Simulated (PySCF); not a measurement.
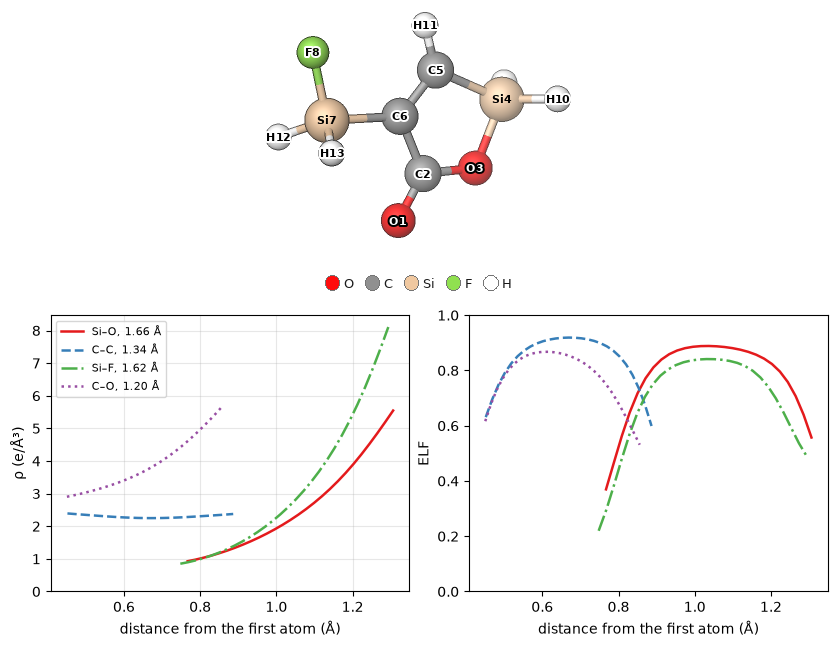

Figure 1: C₃H₅FO₂Si₂ (SMILES O=C1O[SiH2]C=C1[SiH2]F). Total electron density and ELF along straight lines between neighbouring atoms. The curves leave out the atomic cores. The structure is drawn too.

Geometry: GFN2-xTB.

Computed with PySCF, PBE0/def2-SVPD, SCF density, gas phase.

The calculation's input:

```
{"job": {"kind": "uv", "xc": "PBE0", "basis": "def2-SVPD", "nstates": 8, "ntriplets": 3}, "charge": 0, "multiplicity": 1}
O      0.414187     2.061587    -1.087232
C     -0.235925     1.159646    -0.633223
O     -1.577921     1.138453    -0.681507
Si    -2.283719    -0.197287     0.003621
C     -0.589853    -0.899145     0.454408
C      0.337376    -0.032032     0.030590
Si     2.212728    -0.075860     0.136904
F      2.547814    -1.464530     0.894834
H     -2.980295    -0.906191    -1.058214
H     -3.075522     0.267323     1.131688
H     -0.334777    -1.816703     0.957303
H      2.828705    -0.200402    -1.172781
H      2.732815     0.965627     1.005881
```

Launched as:

```sh
OMP_NUM_THREADS=1 python probes_run.py task.json out
```

**Compare the contacts.**

Si–O (1.66 Å): ρ at the midpoint is about 1.1 e/Å³; the ELF peaks at about 0.90 between the atoms: a polar covalent bond.
C–C (1.34 Å): the density is about 2.2 e/Å³ at the midpoint; the ELF peaks at about 0.90 between the atoms (a short, multiple covalent bond).
Si–F (1.62 Å): ρ is about 1 e/Å³ halfway; the ELF peaks at about 0.85 in the valence shell of F, 0.6 Å from its nucleus, and is about 0.50 at the midpoint.
C–O (1.20 Å): ρ is about 3.4 e/Å³ halfway; the ELF peaks at about 0.85 between the atoms; a short, multiple covalent bond.
